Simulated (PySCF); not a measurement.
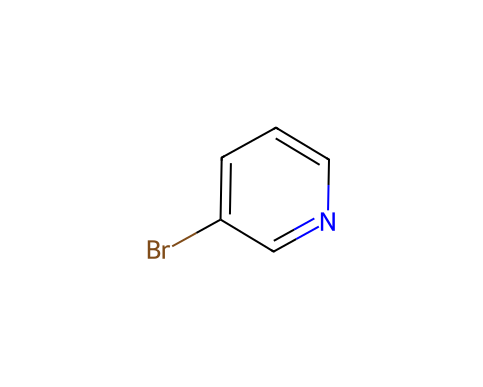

Transcribe the drawing into SMILES.

Brc1cccnc1

Give the formula, hydrogens included.

C5H4BrN.

An optimisation with PBE0-D3(BJ)/def2-SVP gave a structure of which point group?

Cs.

The parts below concern this one geometry. Atoms keep their numbers from picture to picture. The computed structure is the end point of a PBE0-D3(BJ)/def2-SVP optimisation. No frequency run is at hand to confirm it as a minimum.

## Shape

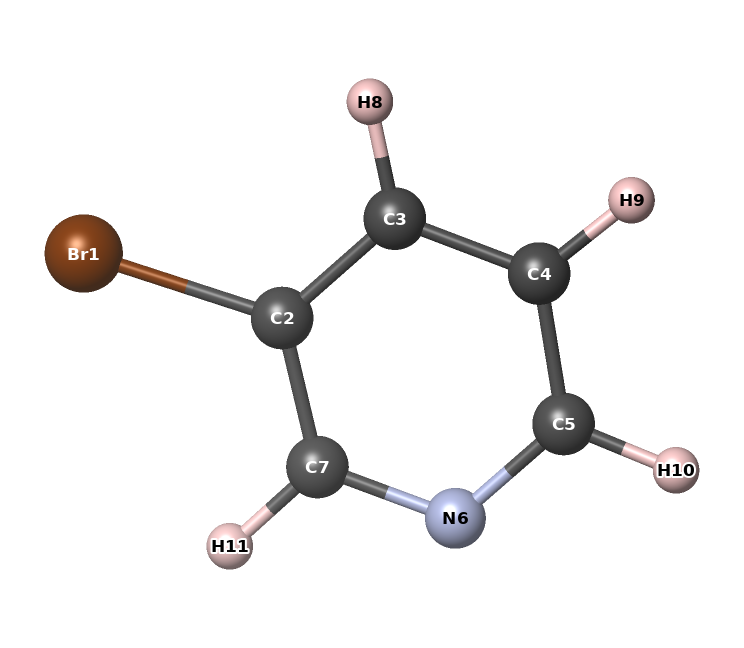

Atoms carry their numbers in the input. No frequency run is at hand to confirm it as a minimum.

Give these bond angles: Br1–C2–C3, C2–C3–H8, C2–C7–H11, C3–C2–C7, C3–C4–C5, C3–C4–H9, C4–C3–H8, C4–C5–N6, C4–C5–H10, C5–N6–C7, N6–C5–H10, N6–C7–H11.

```
    angle  degrees
Br1–C2–C3    120.7
 C2–C3–H8    120.7
C2–C7–H11    120.0
 C3–C2–C7    119.4
 C3–C4–C5    118.8
 C3–C4–H9    120.7
 C4–C3–H8    121.5
 C4–C5–N6    123.1
C4–C5–H10    120.3
 C5–N6–C7    118.6
N6–C5–H10    116.5
N6–C7–H11    117.6
```

## Spin–spin coupling

No frequency run is at hand to confirm it as a minimum. Properties computed with B3LYP/pcJ-1 (pcSseg-1 on Br) indirect spin-spin coupling, non-relativistic, gas phase (PySCF 2.14.0). Isotopes: 13C, 1H, 15N.

Give the spin–spin coupling constants of these pairs, with the number of bonds between them: N6/C7, C2/N6, C4/N6, N6/H11, N6/H10, C3/N6, N6/H9.

```
   pair  bonds apart  J (Hz)
 N6, C7            1     0.7
 C2, N6            2     3.8
 C4, N6            2     2.6
N6, H11            2   −13.1
N6, H10            2   −13.1
 C3, N6            3    −3.7
 N6, H9            3    −1.2
```

## Dipole moment

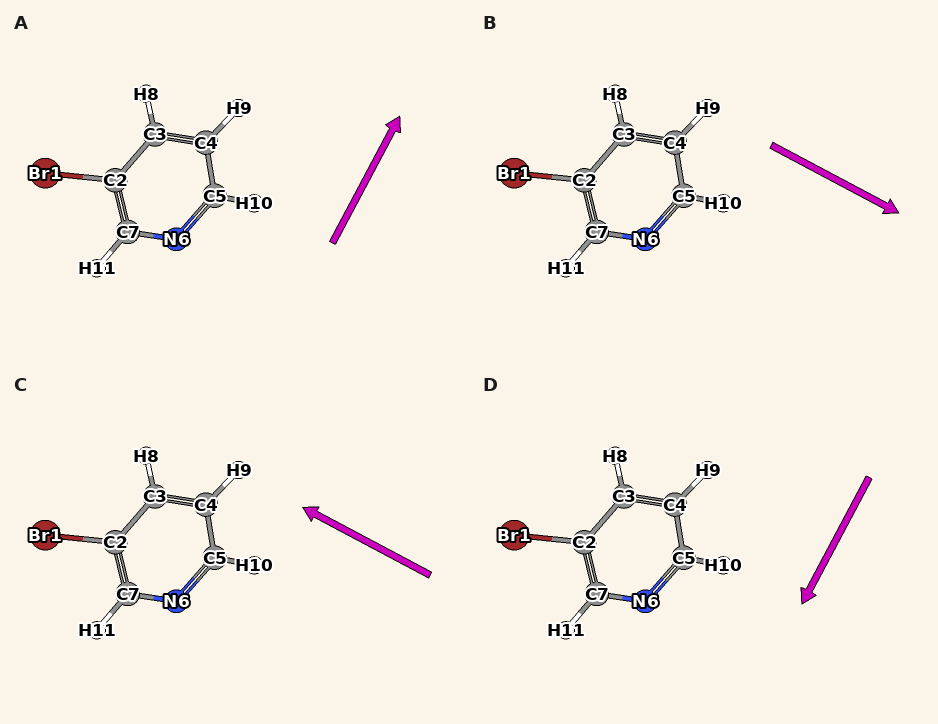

The same molecule four times, each with an arrow. No frequency run is at hand to confirm it as a minimum. Method: CAM-B3LYP/def2-SVPD, gas phase (PySCF 2.14.0).

Which arrow points along the dipole moment, from the negative to the positive end?

A. The dipole moment is 2.08 D; it points from the side of H11 to the side of H9 (the outermost atoms at the two ends).

## Excitation

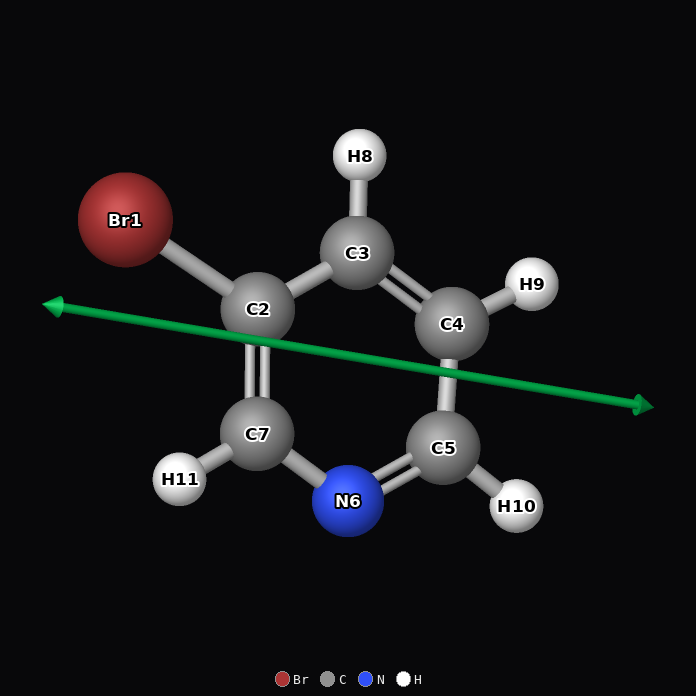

The double arrow shows the direction of the transition dipole to excited singlet state 9 (its length means nothing). No frequency run is at hand to confirm it as a minimum. Method: TDDFT CAM-B3LYP/def2-SVPD, vertical, gas phase, core orbitals frozen in the response (PySCF 2.14.0).

How is the transition polarised?

In the molecular plane, at 25° to the long direction Br1···C5.

Where does the transition lie, and how strong is it?

7.05 eV (176 nm), oscillator strength 0.28, mainly HOMO−2 → LUMO+1 (weight 0.61); transition dipole 3.23 D.
